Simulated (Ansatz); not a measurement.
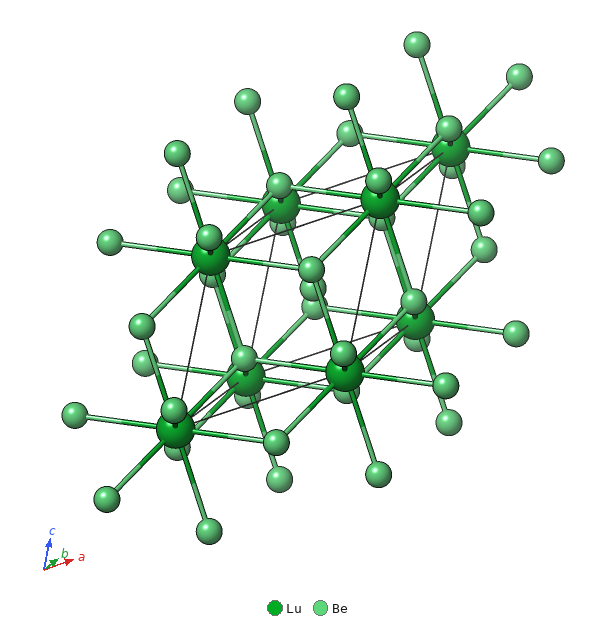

Structure drawing (ball-and-stick), viewed slightly off an axis. The wireframe shows the simulation cell. Every bond is drawn to its end, so some atoms lie outside the box.

```yaml
crystal:
  lattice:
    - [0.00000, 2.93816, 2.93816]
    - [2.93816, 0.00000, 2.93816]
    - [2.93816, 2.93816, 0.00000]
  atoms:
    - { symbol: Lu, position: [0.00000, 0.00000, 0.00000] }
    - { symbol: Be, position: [0.50000, 0.50000, 0.50000] }
    - { symbol: Be, position: [0.25000, 0.25000, 0.25000] }
    - { symbol: Be, position: [0.75000, 0.75000, 0.75000] }
```

Electronic-structure method: DFT PBE, scalar-relativistic, plane waves, PAW in Ansatz. Parameters: an energy cutoff of 420 eV, the zone sampled with 14×14×14 points, Gaussian smearing of 0.1 eV, no spin polarisation.

### How charged are the atoms, by the Bader scheme?

Lu +0.97 e; Be -0.59 to +0.21 e.

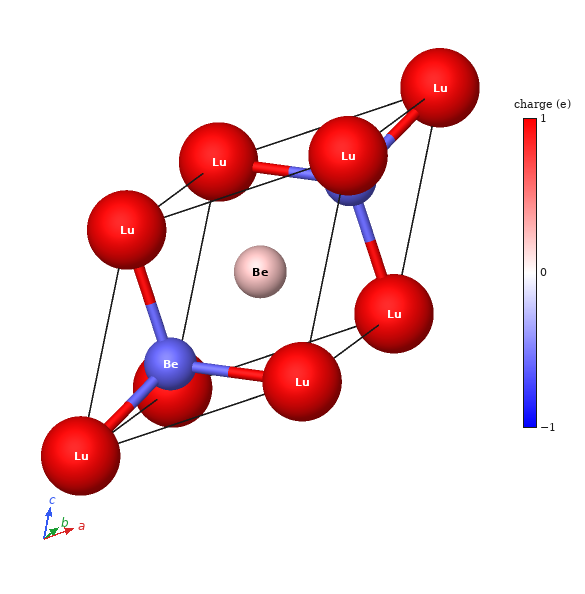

The atoms coloured by those charges.

The starting point was a structure type filled with these elements by a generator (whether the compound takes this form wasn't checked). Earlier steps of the study may have refined or changed the cell and positions. Ansatz was used for an electronic-structure calculation on it.
